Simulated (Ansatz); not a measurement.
| atom | x (Å) | y (Å) | z (Å) |
| --- | --- | --- | --- |
| Si | 1.1282 | -0.4317 | 0.0034 |
| Si | -1.1284 | 0.4315 | -0.0036 |
| F | 1.8277 | 0.4010 | -1.1999 |
| F | -1.8276 | -0.4008 | 1.2001 |

Geometry: B3LYP-D4/def2-TZVP.

Theory: UKS PBE0-D4/def2-TZVP (Ansatz 0.2.0).

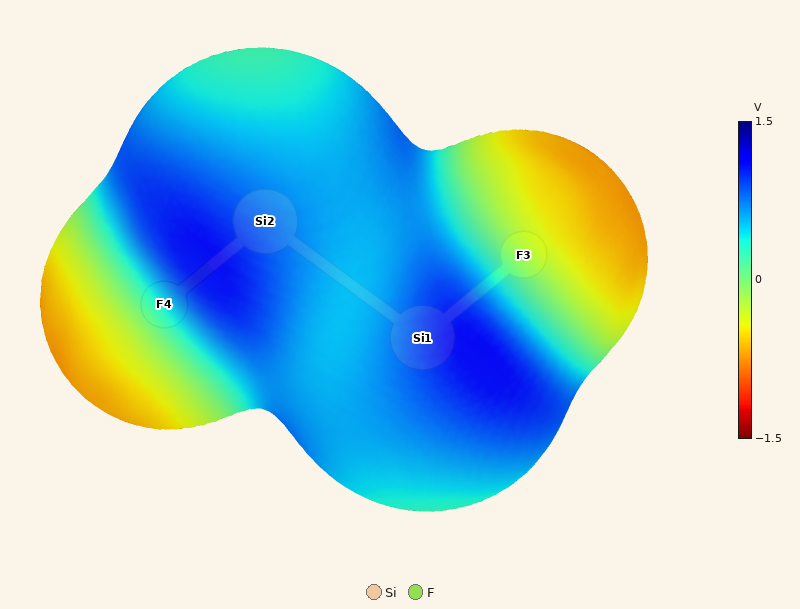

F₂Si₂ (triplet). The molecular electrostatic potential painted on the density surface at 0.002 e/bohr³, seen at a tilt; red is negative and blue positive.

**Where is the surface potential most negative and most positive?**

The most negative region (about −0.7 V, or −16 kcal/mol for a unit charge) lies over F3 and F4, the most positive (about +1.2 V, or +28 kcal/mol for a unit charge) over Si1 and Si2.
